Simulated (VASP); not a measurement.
Band structure of Eu (relaxed from the hcp structure, space group P6_3/mmc). Level of theory: PBEsol GGA, VASP's PBE PAW potentials (set 64) (plane waves; VASP).

The 4f electrons are frozen in the core of the lanthanide potential, so 4f levels, which can set the real gap, and their magnetism are missing.

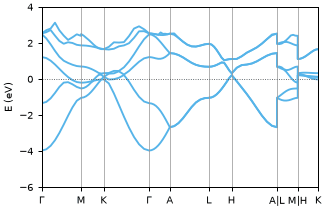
*Bands along high-symmetry lines, zero at the valence-band maximum or, without a gap, the Fermi level*

Question: Read the plot: is there a gap, and where are the band edges?

Answer: It has no gap at this level: it comes out as a metal or semimetal. (Edges off the drawn lines would not show.)

The structure was generated: Eu was put into the hcp type (P6_3/mmc), which need not be its known phase. It was relaxed first, which changed the volume by -18 %.
